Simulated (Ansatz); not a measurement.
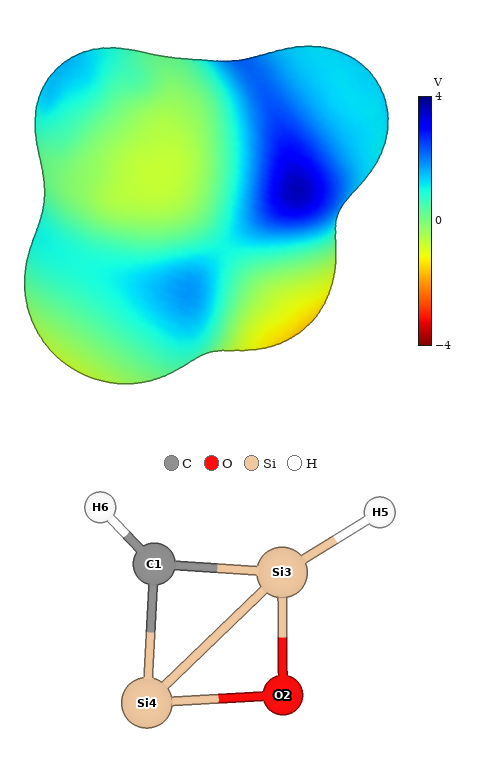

Figure 1: CH2OSi2. The molecular electrostatic potential painted on the density surface at 0.004 e/bohr³, seen at a tilt; red is negative and blue positive. The bare structure is drawn below in the same view.

Geometry: B3LYP/6-31G*.

All numbers below come from isolated molecule in a Gaussian basis; Kohn-Sham density functional theory, functional PBE0 in Ansatz.

Input file:

```
crystal:
  periodic: [false, false, false]
  atoms:
    - {symbol: C, position_ang: [-0.387150, 1.694401, -0.291090]}
    - {symbol: O, position_ang: [0.098335, -0.634406, -1.176699]}
    - {symbol: Si, position_ang: [-0.974554, 0.081542, -0.152891]}
    - {symbol: Si, position_ang: [0.868916, 0.985966, -1.464000]}
    - {symbol: H, position_ang: [-2.008940, -0.766685, 0.508741]}
    - {symbol: H, position_ang: [-0.606156, 2.680591, 0.094652]}
basis:
  gaussian: {orbitals: def2-TZVPD}
total_charge: 0
magnetization: {spin_polarized: false}
hamiltonian: {xc: {name: PBE0}}
output: {forces: true, orbitals: {seedname: orbitals}}
```

Command:

```sh
ansatz run input.yaml --threads 1 --pin off --max-ram 2610MiB --events-out events.jsonl --progress --plain --runs-dir runs
```

Q: Describe the electrostatic potential map.

A: The most negative region (about −1.6 V) lies over O2, the most positive (about +3.5 V) over Si3. O2 is the likeliest acceptor of a hydrogen bond.
